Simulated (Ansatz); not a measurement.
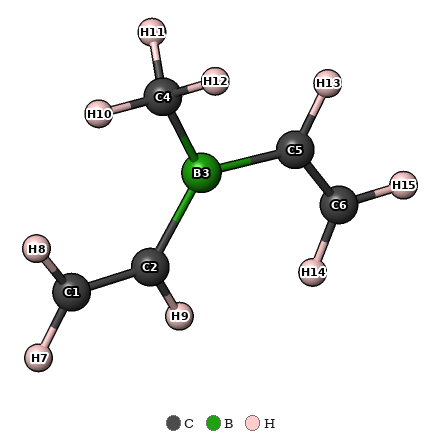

The system is C5H9B, SMILES C=CB(C)C=C; the picture shows the reference structure. First axis: dihedral B3–C5–C6–H14. Second axis: dihedral C1–C2–B3–C4. Nothing is relaxed (all other coordinates rigid). Grid: 10 × 10 points. Points are written as (first, second). Energies: kJ/mol, counted from the relaxed molecule at the same level. Energies and slopes of some neighbouring points disagree (a jump in structure or state, or too coarse a mesh). The dihedral twists a double bond; near 90° a spin-restricted reference is unreliable. The calculation used RHF/def2-SVP in Ansatz.

Its coordinates:

```xyz
15

C    -1.7755   -1.5614    0.3785
C    -1.1520   -0.5709   -0.2569
B     0.2421    0.0240    0.1767
C     1.0426   -0.4975    1.4460
C     0.9098    1.1912   -0.6527
C     0.4039    1.7476   -1.7516
H    -2.7355   -1.9440    0.0477
H    -1.3596   -2.0383    1.2576
H    -1.6607   -0.1664   -1.1273
H     0.5826   -1.3140    2.0013
H     1.1978    0.3369    2.1396
H     2.0442   -0.8184    1.1388
H     1.8667    1.5797   -0.3090
H    -0.5415    1.4345   -2.1785
H     0.9132    2.5463   -2.2808
```

Range: dihedral B3–C5–C6–H14 from −180 to 144°; dihedral C1–C2–B3–C4 from −180 to 144°.

Q: What landscape does the calculation give?

A: The lowest grid point is at (0°, 0°), 0 kJ/mol from the relaxed molecule at the same level. The same energy is found at (−180°, 0°). Other grid points that lie below all their neighbours: (−180°, 108°) (15 kJ/mol higher); (0°, 108°) (15 kJ/mol higher). The highest grid point, (108°, −144°), lies 285 kJ/mol above the lowest.

```tsv
dihedral C1–C2–B3–C4 ↓, dihedral B3–C5–C6–H14 →	−180	−144	−108	−72	−36	0	36	72	108	144
144	17	93	282	268	77	17	93	282	268	77
108	15	85	280	280	85	15	85	280	280	85
72	17	85	280	282	87	17	85	280	282	87
36	5	74	270	268	74	5	74	270	268	74
0	0	67	262	264	69	0	67	262	264	69
−36	5	73	266	272	75	5	73	266	272	75
−72	17	86	279	282	86	17	86	279	282	86
−108	15	84	277	283	86	15	83	277	283	86
−144	18	76	266	285	95	18	76	266	285	96
−180	75	113	281	282	112	74	113	281	282	112
```

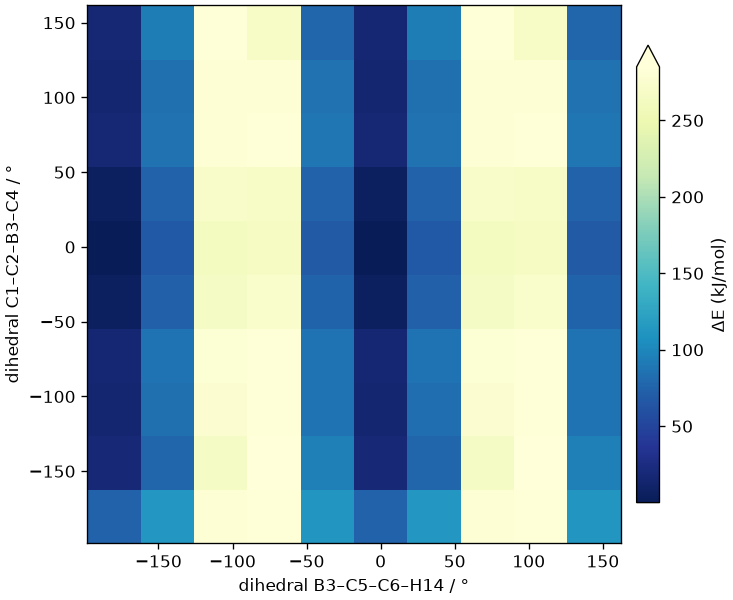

Drawn: one coloured cell a grid point, one colour for all values above the top of the scale.

Time for the 100 points that were run: 16 min on 1 thread of Arm Neoverse N1 (shared host).
